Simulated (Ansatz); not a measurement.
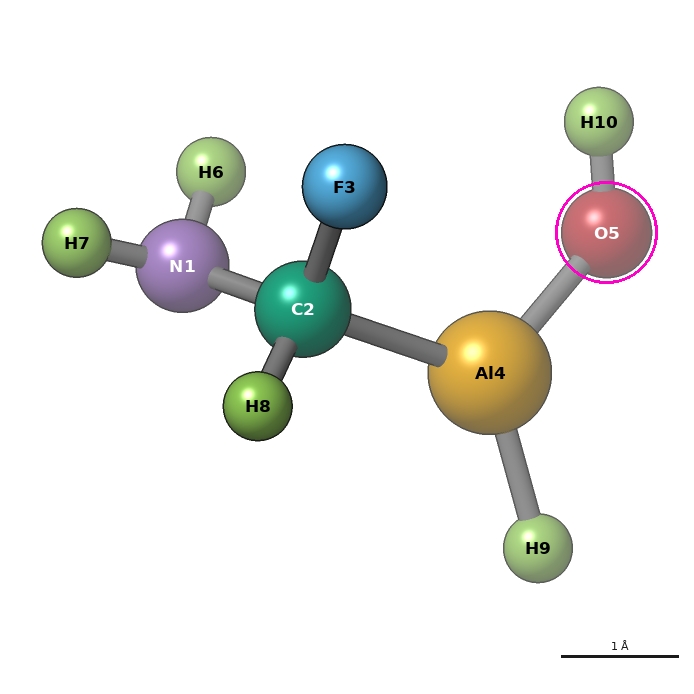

Orthographic view. Depth is shown by fading: the farther an atom, the more it takes the colour of the background. Computed geometry: PBE-D4/def2-SVP optimisation. No frequency run is at hand to confirm it as a minimum.

### Which atoms are bonded to the circled atom?

The circled atom is O5; it is bonded to Al4, H10.

### What is the shortest path along bonds from the circled atom to H8?

O5–Al4–C2–H8, 3 bonds; through space the two are 4.12 Å apart.

### Of N1 and C2, which is nearer the viewer?

C2; the bond to N1 points away from the viewer, so it looks shorter than its 1.42 Å.
